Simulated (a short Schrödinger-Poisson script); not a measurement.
System: gated Al0.4Ga0.6As/GaAs modulation-doped gas, at 300 K.

| layer | material | thickness (nm) | Nd (cm⁻³) | Na (cm⁻³) |
|---|---|---|---|---|
| 1 | Al0.4Ga0.6As | 20 | - | - |
| 2 | Al0.4Ga0.6As | 30 | 7.4e17 | - |
| 3 | Al0.4Ga0.6As | 5 | - | - |
| 4 | GaAs | 6000 | - | 4e14 |

Constants are typed, rounded textbook-type inputs, not results; the design itself was drawn at random and stands for no fabricated device. Al0.4Ga0.6As: permittivity 11.76, conduction-band edge (eV) 0.316, gap (eV) 1.923, electron mass (mₑ) 0.1002, Nv at 300 K (cm⁻³) 9e18. GaAs: permittivity 12.9, conduction-band edge (eV) 0, gap (eV) 1.424, Nv at 300 K (cm⁻³) 9e18.

Channel valleys (confinement mass, in-plane density-of-states mass, number): Γ 0.067, 0.067, 1. At the gate the conduction-band edge of layer 1 lies 1.07 eV − eVg above the Fermi level of the channel; the field vanishes at the back. Donor level 0.02 eV below the band edge. The barrier under the gate holds no holes. Gaps are held at their typed values at every temperature. Mesh 0.08 nm at interfaces.

From a short Schrödinger-Poisson script (our own, NumPy): 1D Poisson equation in equilibrium, electrons quantum, Hartree plus LDA exchange-correlation (BenDaniel-Duke, 40 states a valley, the channel's in-plane mass for all, wave functions free to enter the barrier), parabolic valleys, classical holes, donors ionised by Fermi statistics, acceptors fully, no traps, pinning or gate leakage.

Only gate voltages with over 1e8 electrons/cm² are shown.

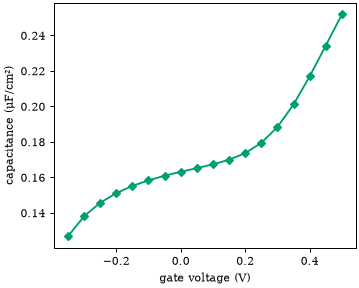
Quasi-static capacitance against gate voltage

| Vg (V) | electrons (cm⁻²) | in the channel layer | C (μF/cm²) | Γ E0 (meV) | Γ E1 (meV) |
|---|---|---|---|---|---|
| 0.5 | 8.70e11 | 8.26e11 | 0.252 | -4.8 | 40.1 |
| 0.45 | 8.37e11 | 8.04e11 | 0.234 | -3.6 | 40.7 |
| 0.4 | 8.01e11 | 7.76e11 | 0.217 | -2.1 | 41.6 |
| 0.35 | 7.61e11 | 7.42e11 | 0.201 | -0.2 | 42.7 |
| 0.3 | 7.17e11 | 7.02e11 | 0.188 | 2.1 | 44.0 |
| 0.25 | 6.70e11 | 6.58e11 | 0.179 | 4.8 | 45.5 |
| 0.2 | 6.20e11 | 6.11e11 | 0.174 | 7.8 | 47.3 |
| 0.15 | 5.70e11 | 5.62e11 | 0.170 | 11.1 | 49.3 |
| 0.1 | 5.19e11 | 5.12e11 | 0.167 | 14.6 | 51.5 |
| 0.05 | 4.68e11 | 4.62e11 | 0.165 | 18.5 | 53.9 |
| 0 | 4.17e11 | 4.13e11 | 0.163 | 22.7 | 56.6 |
| -0.05 | 3.67e11 | 3.63e11 | 0.161 | 27.3 | 59.6 |
| -0.1 | 3.17e11 | 3.14e11 | 0.158 | 32.5 | 63.1 |
| -0.15 | 2.68e11 | 2.66e11 | 0.155 | 38.2 | 67.1 |
| -0.2 | 2.20e11 | 2.19e11 | 0.151 | 44.8 | 71.9 |
| -0.25 | 1.74e11 | 1.73e11 | 0.146 | 52.6 | 77.7 |
| -0.3 | 1.30e11 | 1.29e11 | 0.138 | 61.9 | 85.0 |
| -0.35 | 8.88e10 | 8.84e10 | 0.127 | 73.7 | 94.7 |

Subbands count from the Fermi level.
